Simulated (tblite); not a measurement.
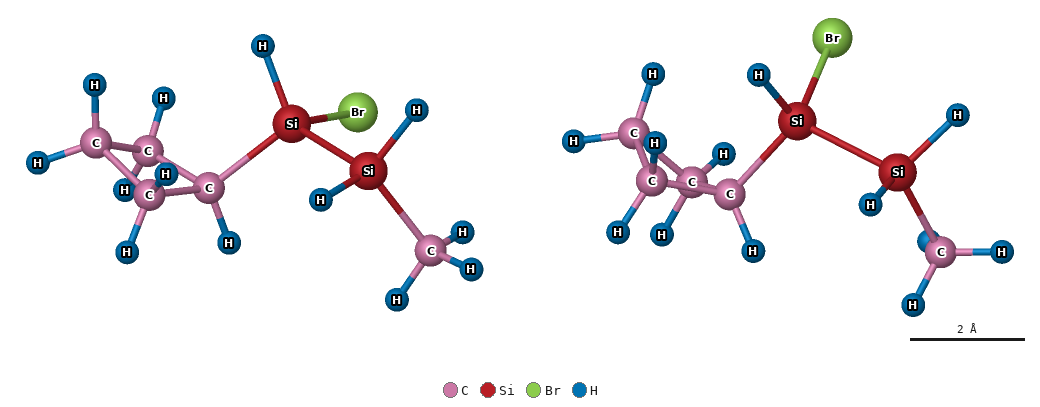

Two geometries of C5H13BrSi2, drawn at one scale. One is the start of a relaxation, the other its converged end. Style: ball-and-stick. Shown at a tilt.

Method: GFN2-xTB geometry optimisation, gas phase in tblite. 

### Which of the two is the end point?

The left one is the relaxed one. The largest move after the best rigid fit is that of the Br atom, 1.77 Å. Largest moves by element: Br 1.77 Å, H 1.60 Å, C 0.69 Å, Si 0.62 Å. Among the contacts that change: Si–Si 2.230 → 2.321 Å, C–Si 1.844 → 1.899 Å, C–C 1.497 → 1.542 Å, C–Si 1.868 → 1.897 Å. Bond angles that change, for instance: Si–Si–H 105.2° → 117.4°, Br–Si–C 114.0° → 104.2°, H–C–H 115.3° → 108.8°. Groups turn about C–Si by about 60°, Si–Si by about 35°, C–Si by about 25°. Over 173 geometry steps the energy falls by 0.761 eV.
